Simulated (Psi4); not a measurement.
# OH− (hydroxide): MP2/aug-cc-pVTZ

What is the energy change on altering one bond length of OH− (hydroxide) at MP2/aug-cc-pVTZ? 

The results are computed with Psi4 1.11.

2 further runs of the same task are left out: 2 set aside as unsound or not needed.

### 1 The system as given

OH−: 2 atoms, total charge -1, spin state singlet. As SMILES, `[OH-]`. The coordinates come from a PBE0-D4/def2-TZVPD relaxation.

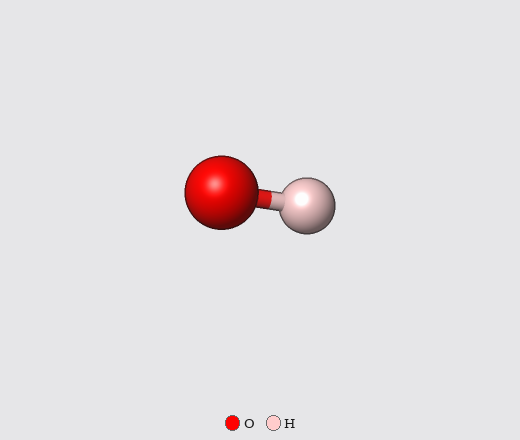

Viewed from a chosen angle; oxygen red, hydrogen pink.

### 2 A single-point energy at MP2/aug-cc-pVTZ

Input file ho.xyz:

```xyz
2
HO
O      0.411800    -0.131800     0.212500
H     -0.411800     0.131800    -0.212500
```

Input file run.py:

```python
import numpy as np
from ase.calculators.psi4 import Psi4
from ase.io import read

a = read('ho.xyz')
calc = Psi4(atoms=a, method='mp2', basis='aug-cc-pVTZ', memory='1600MB', num_threads=1, charge=-1, multiplicity=1, label='calc')
calc.psi4.set_options({'puream': True, 'e_convergence': 1e-09, 'd_convergence': 1e-08, 'scf_type': 'pk', 'num_frozen_docc': 1, 'mp2_type': 'conv'})
a.calc = calc

print(f'energy: {a.get_potential_energy():.6f} eV')
```

The run is started by

```sh
$ python run.py
```

calc.dat:

```text
[...]
  Running in c1 symmetry.
[...]
  Nuclear repulsion =    4.393567039872163
[...]
  Multiplicity = 1
[...]
  Nalpha       = 5
  Nbeta        = 5
[...]
    Number of basis functions: 69
[...]
   @RHF iter   1:   -75.21014757851340   -5.56442e-01   9.94420e-03 DIIS/ADIIS
[...]
   @RHF iter  10:   -75.41219498836065   -1.68825e-11   4.79576e-09 DIIS
[...]
    Orbital Energies [Eh]
    ---------------------
    Doubly Occupied:
       1A    -20.186844     2A     -0.902899     3A     -0.251617
       4A     -0.108868     5A     -0.108868
[...]
  @RHF Final Energy:   -75.41219498836065
   => Energetics <=
    Nuclear Repulsion Energy =              4.3935670398721633
    One-Electron Energy =                -116.4933336413961200
    Two-Electron Energy =                  36.6875716131632998
    Total Energy =                        -75.4121949883606533
[...]
 Multipole Moments:
 ------------------------------------------------------------------------------------
     Multipole            Electronic (a.u.)      Nuclear  (a.u.)        Total (a.u.)
 ------------------------------------------------------------------------------------
 L = 1.  Multiply by 2.5417464519 to convert [e a0] to [Debye]
 Dipole X            :          0.3025713           -0.7260996           -0.4235284
 Dipole Y            :         -0.0968404            0.2323942            0.1355538
 Dipole Z            :          0.1561350           -0.3746872           -0.2185522
 Magnitude           :                                                    0.4954959
[...]
	SCS-MP2 Total Energy (a.u.)        :   -75.69578842901497
	SOS-MP2 Total Energy (a.u.)        :   -75.69254540170218
	SCSN-MP2 Total Energy (a.u.)       :   -75.54318357122165
[...]
	SOS-PI-MP2 Total Energy (a.u.)     :   -75.71411081811306
[...]
	MP2 Total Energy (a.u.)            :   -75.70227448364054
[...]
```

Standard output:

```text
energy: -2059.963814 eV
```

Run time: 1.9 s. Hardware: 1 thread of Intel Xeon 6975P-C (Granite Rapids), shared host; peak memory 0.3 GiB.

### 3 The distorted shape at the same level

Input file job.in:

```
memory 1600 mb

molecule {
  -1 1
  O      1.55634064    -0.49812047     0.80311471
  H     -0.77818922     0.24906590    -0.40156680
  units au
  symmetry c1
  no_reorient
  no_com
}

set {
  puream true
  e_convergence 1e-09
  d_convergence 1e-08
  scf_type pk
  num_frozen_docc 1
  mp2_type conv
}

energy("mp2/aug-cc-pVTZ")
```

The run is started by

```sh
$ psi4 job.in job.out -n 1
```

job.out:

```text
[...]
  Running in c1 symmetry.
[...]
  Nuclear repulsion =    2.929091603826815
[...]
  Multiplicity = 1
[...]
  Nalpha       = 5
  Nbeta        = 5
[...]
    Number of basis functions: 69
[...]
   @RHF iter   1:   -75.01309188387206   -5.91066e-01   1.08697e-02 DIIS/ADIIS
[...]
   @RHF iter  13:   -75.31849094796108   -8.24230e-13   8.81724e-10 DIIS
[...]
    Orbital Energies [Eh]
    ---------------------
    Doubly Occupied:
       1A    -20.262426     2A     -0.865568     3A     -0.156727
       4A     -0.148647     5A     -0.148647
[...]
  @RHF Final Energy:   -75.31849094796108
   => Energetics <=
    Nuclear Repulsion Energy =              2.9290916038268149
    One-Electron Energy =                -113.3311325505280251
    Two-Electron Energy =                  35.0835499987401249
    Total Energy =                        -75.3184909479610809
[...]
 Multipole Moments:
 ------------------------------------------------------------------------------------
     Multipole            Electronic (a.u.)      Nuclear  (a.u.)        Total (a.u.)
 ------------------------------------------------------------------------------------
 L = 1.  Multiply by 2.5417464519 to convert [e a0] to [Debye]
 Dipole X            :        -12.9493670           11.6725359           -1.2768311
 Dipole Y            :          4.1445589           -3.7358979            0.4086610
 Dipole Z            :         -6.6822310            6.0233509           -0.6588801
 Magnitude           :                                                    1.4937954
[...]
	SCS-MP2 Total Energy (a.u.)        :   -75.61081909928005
	SOS-MP2 Total Energy (a.u.)        :   -75.58679498859651
	SCSN-MP2 Total Energy (a.u.)       :   -75.44533825237012
[...]
	SOS-PI-MP2 Total Energy (a.u.)     :   -75.63151232870241
[...]
	MP2 Total Energy (a.u.)            :   -75.61414998054120
[...]
```

It took 1.8 s on 1 thread of Intel Xeon 6975P-C (Granite Rapids), shared host; peak memory 0.29 GiB.

### 4 What came out

Level: MP2/aug-cc-pVTZ, 1 core orbital frozen.

| quantity | value |
| --- | --- |
| first shape: total energy | -75.70227 Eh |
| first shape: HOMO energy (Hartree–Fock orbitals) | -2.96 eV |
| first shape: LUMO energy (Hartree–Fock orbitals) | 4.86 eV |
| first shape: HOMO–LUMO gap (to an unbound level, set by the basis) | 7.82 eV |
| first shape: correlation energy (1 core orbital frozen) | -290.1 mEh |
| distorted shape: total energy | -75.61415 Eh |
| distorted shape: HOMO energy (Hartree–Fock orbitals) | -4.04 eV |
| distorted shape: LUMO energy (Hartree–Fock orbitals) | 4.97 eV |
| distorted shape: HOMO–LUMO gap (to an unbound level, set by the basis) | 9.02 eV |
| distorted shape: correlation energy (1 core orbital frozen) | -295.7 mEh |
| energy change with the O1–H2 bond stretched from 0.964 to 1.445 Å | 2.398 eV |

With the O1–H2 bond stretched from 0.964 to 1.445 Å the energy rises by 2.40 eV (231 kJ/mol). The first shape isn't relaxed at this level, so the change isn't measured from a minimum.
